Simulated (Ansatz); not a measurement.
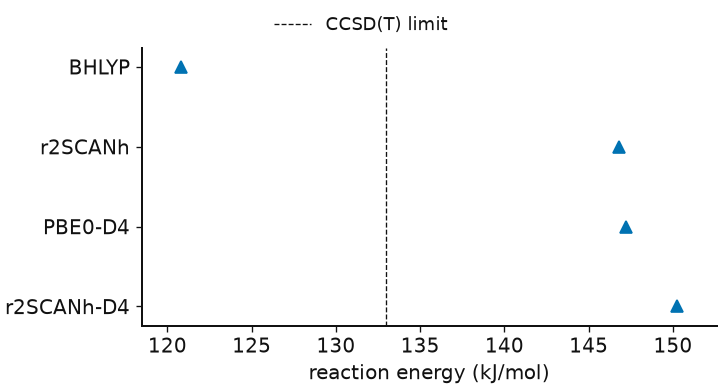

Electronic reaction energy of Si₂H₄OIF (O[SiH](F)[SiH2]I) → SiHOF (O[Si]F) [singlet] + SiH₃I ([SiH3]I) (SMILES in brackets) at several levels (functionals in def2-TZVPP unless a basis is named), isolated molecules at PBE0-D4 triple-zeta geometries, minima by their frequencies, no zero-point or thermal terms, the Ansatz code 0.2.0. The line is frozen-core CCSD(T) at the basis limit (MP2 extrapolated from triple and quadruple zeta, plus CCSD(T) less MP2 in a smaller set). No dispersion term is added to BHLYP and r2SCANh. Core potentials past Kr. The limit lies 7.4 kJ/mol from CCSD(T)/def2-TZVPP, so the line itself is uncertain by a part of that.

### What do zero-point energy and temperature add?

Zero-point change −8.5 kJ/mol; at 298.15 K and 1 bar the CCSD(T) limit plus thermal terms gives an enthalpy of reaction of 125.6 and a free energy of 80.7 kJ/mol (harmonic PBE0-D4 modes, ideal gas).

### Give the values.

| level | kJ/mol | less CCSD(T) limit |
| --- | --- | --- |
| BHLYP | 120.8 | −12.1 |
| r2SCANh | 146.8 | 13.9 |
| PBE0-D4 | 147.2 | 14.3 |
| r2SCANh-D4 | 150.2 | 17.3 |
| CCSD(T) limit | 133.0 | 0.0 |

Caveats: outer-core shells are correlated without core-valence functions, which makes the correlated values less sure; spin-orbit coupling is left out, and with I it can shift these values; one conformer of each flexible molecule.
